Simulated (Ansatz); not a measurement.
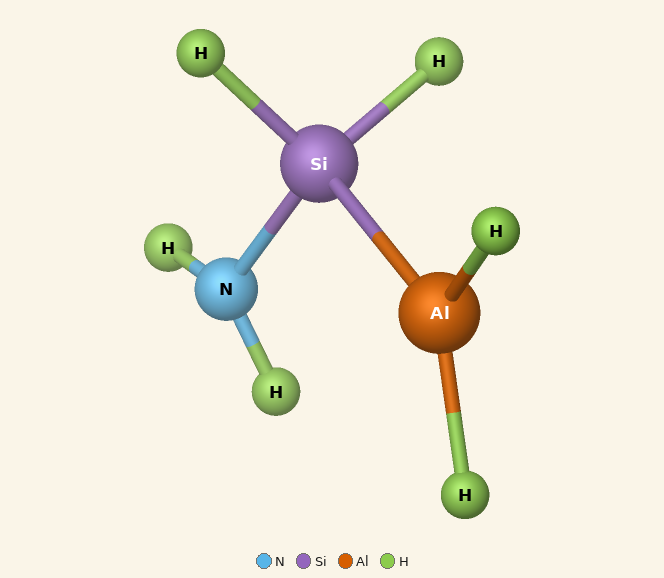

Rendered structure (ball-and-stick style). Every bond is drawn as one stick, whatever its order.

Identify the structure.

The molecule is AlH6NSi. Its SMILES string is `N[SiH2][AlH2]`. Among its groups: Si–H bond, Si–N bond. This geometry has C1 symmetry. Coordination, clear cases only: 1 Si tetrahedral; 1 Al trigonal planar.

More results for the same structure follow; atom numbers are the same in all pictures, views and colours differ. The geometry was computed by an optimisation with PBE0-D4/def2-TZVP. No frequency run is at hand to confirm it as a minimum.

**Electronic properties**

No frequency run is at hand to confirm it as a minimum. Properties computed with RKS PBE0-D4/def2-TZVPP (Ansatz 0.2.0).

Computed properties:

- HOMO energy (Kohn–Sham orbital): −7.09 eV
- LUMO energy (Kohn–Sham orbital): −1.93 eV
- HOMO–LUMO gap: 5.16 eV
- dispersion correction: −12.6 kJ/mol

**Dipole moment**

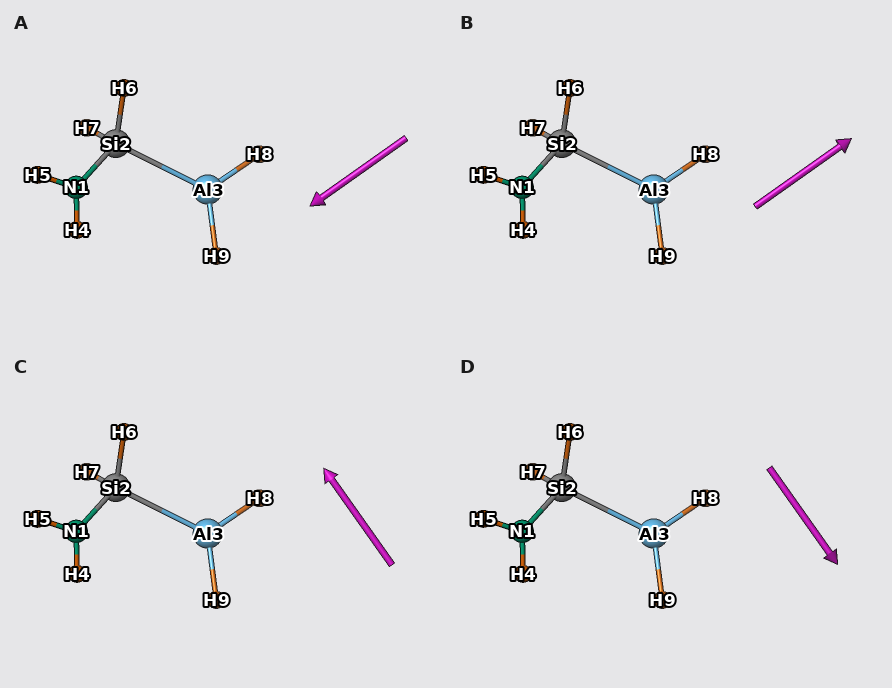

The same molecule four times, each with an arrow. No frequency run is at hand to confirm it as a minimum. Properties computed with RKS PBE0-D4/def2-TZVP (Ansatz 0.2.0).

> Which arrow points along the dipole moment, from the negative to the positive end?

A. The dipole moment is 1.30 D; it points from the side of H8 to the side of H4, H5 (the outermost atoms at the two ends).

**Charges**

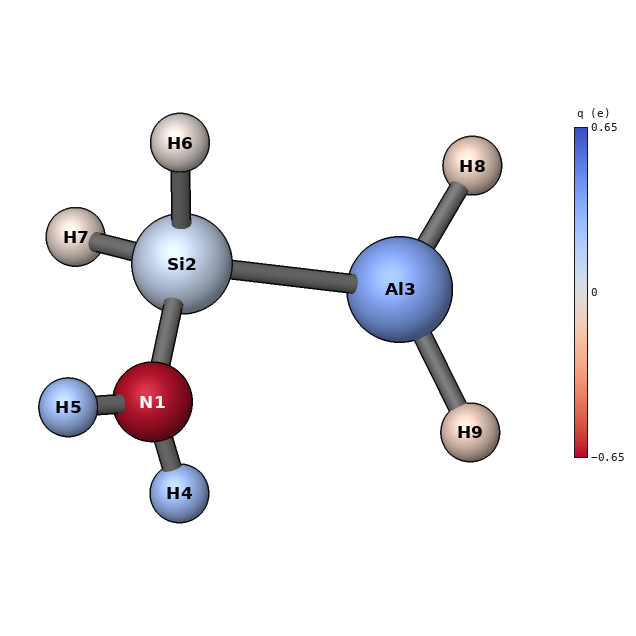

Atoms are coloured by their Mulliken charges. No frequency run is at hand to confirm it as a minimum. Method: RKS PBE0-D4/def2-TZVP (Ansatz 0.2.0).

> Which atom carries the highest charge (most positive or least negative)?

Al3 (0.34 e).

> And the lowest?

N1 (−0.63 e).

List the Mulliken charges.

```tsv
atom	value (e)
N1	−0.63
Si2	0.09
Al3	0.34
H4	0.24
H5	0.24
H6	−0.03
H7	−0.05
H8	−0.10
H9	−0.10
```

Mulliken values depend strongly on the basis set and can even reverse the polarity of a bond.
